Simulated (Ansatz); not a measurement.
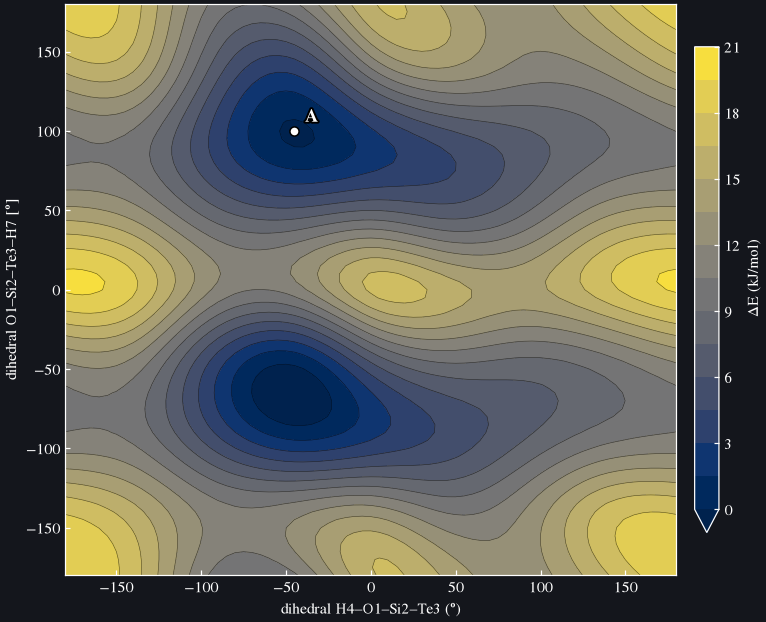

H₄OSiTe, SMILES O[SiH2][TeH]. The first coordinate is: dihedral H4–O1–Si2–Te3; the second: dihedral O1–Si2–Te3–H7. Nothing is relaxed (all other coordinates rigid). The grid has 8 × 8 points. All energies are given in kJ/mol relative to the lowest grid point. Method: Ansatz 0.2.0, RKS wB97M-V/def2-SVP.

The picture shows filled contours, the point A. Between grid points the surface is interpolated.

**Find the lowest pass out of the well at A.**

The easiest path leads from the well at about dihedral H4–O1–Si2–Te3 = −45°, dihedral O1–Si2–Te3–H7 = 100° to its copy one period on. Its highest point lies about 11 kJ/mol above the bottom of the first well on the interpolated surface, at about dihedral H4–O1–Si2–Te3 = −160°, dihedral O1–Si2–Te3–H7 = 85°. The start is the relaxed structure and all else is held, so a fully relaxed path at this level can only be lower.

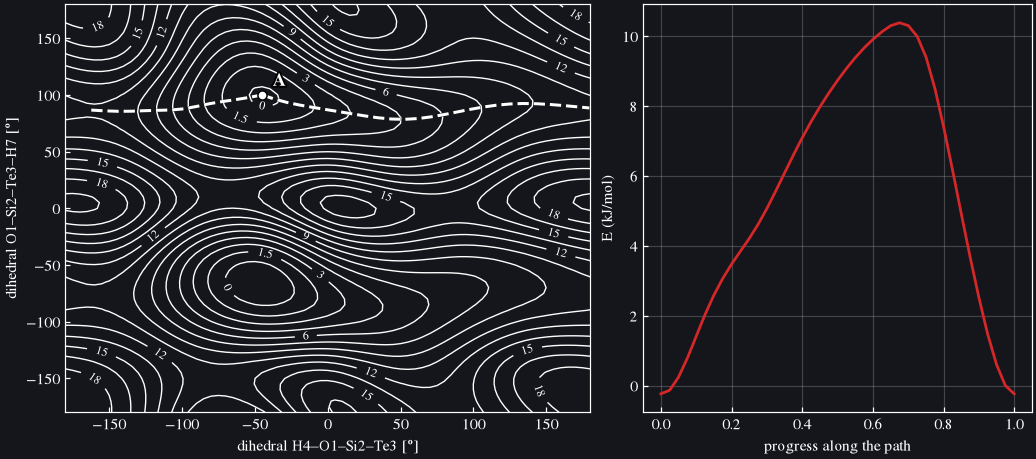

The picture shows contour lines labelled in kJ/mol, a line along the lowest path, the energy along the path at the right. Between grid points the surface is interpolated.
